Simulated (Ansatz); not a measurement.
The starting structures come from a database of crystals and need not be the phases stable at ambient conditions.

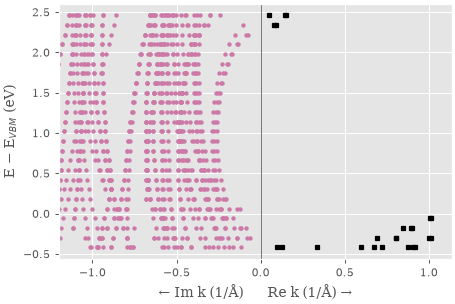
Fig. 1. Complex bands at the centre of the two-dimensional zone; Ansatz (a program for electronic structure) with r2SCAN

The gap is the functional's own. No spin-orbit coupling. Mid-gap values are interpolated on the energy grid.

**Question.** This is Sr4Ti3O10 (I4/mmm, not sure to be the ambient phase, 17 atoms a cell, 12.7 Å³ an atom) along the normal of (110). Read off the slowest decay at the centre of the two-dimensional zone at 1.14 eV, the computed energy nearest the middle of the gap.

**Answer.** κ ≈ 0.26 1/Å, a decay length 1/(2κ) of the density of 1.9 Å.
